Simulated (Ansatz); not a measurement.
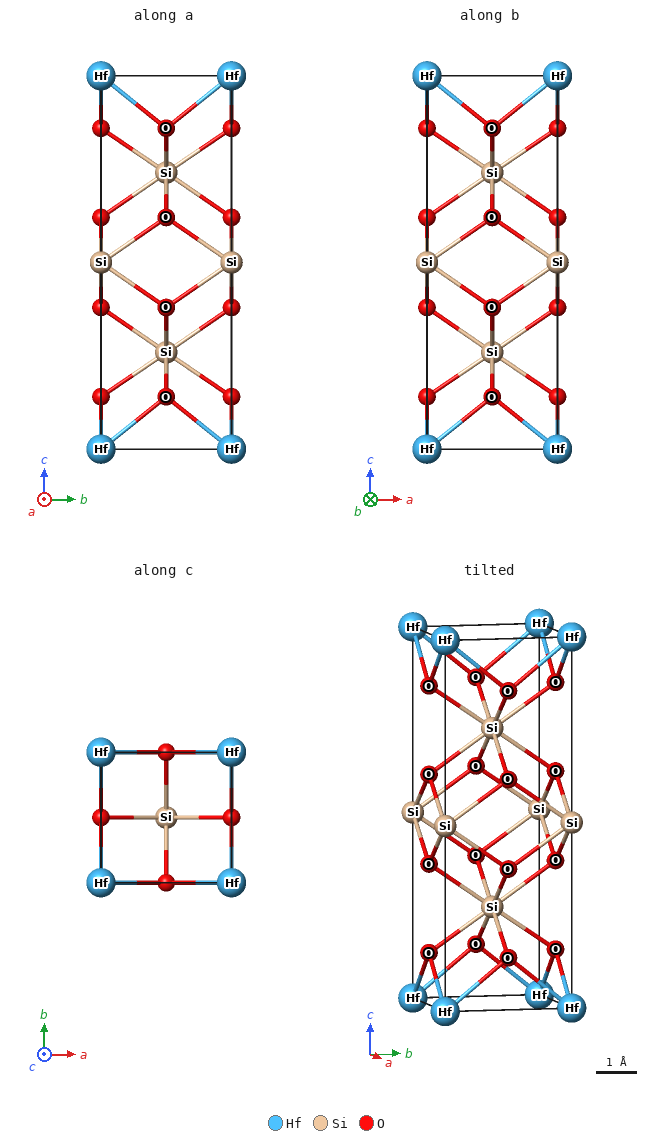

This ball-and-stick model is shown along the a axis, along the b axis, along the c axis and slightly off an axis. Atoms at the boundary of the conventional unit cell (the box) are drawn once for each face, edge or corner they touch.

Lattice parameters: a = 3.3364 Å, b = 3.3364 Å, c = 9.5414 Å, α = 90.000°, β = 90.000°, γ = 90.000°.

**Write down what is shown as a CIF in P1 with every atom of the cell, with free fractional coordinates to two decimals.**

```cif
data_structure
_symmetry_space_group_name_H-M 'P 1'
_symmetry_Int_Tables_number 1
_cell_length_a 3.3364
_cell_length_b 3.3364
_cell_length_c 9.5414
_cell_angle_alpha 90.000
_cell_angle_beta 90.000
_cell_angle_gamma 90.000
_cell_volume 106.21
loop_
_atom_site_label
_atom_site_type_symbol
_atom_site_fract_x
_atom_site_fract_y
_atom_site_fract_z
_atom_site_occupancy
Hf1 Hf 0.00 0.00 0.00 1
Si1 Si 0.50 0.50 0.26 1
Si2 Si 0.00 0.00 0.50 1
Si3 Si 0.50 0.50 0.74 1
O1 O 0.00 0.50 0.14 1
O2 O 0.50 0.00 0.38 1
O3 O 0.00 0.50 0.62 1
O4 O 0.50 0.00 0.86 1
O5 O 0.00 0.50 0.38 1
O6 O 0.50 0.00 0.62 1
O7 O 0.00 0.50 0.86 1
O8 O 0.50 0.00 0.14 1
```

Starting structure: a structure type filled with these elements by a generator (whether the compound takes this form wasn't checked). Earlier steps of the study may have refined or changed the cell and positions. Ansatz was used for an electronic-structure calculation on it.
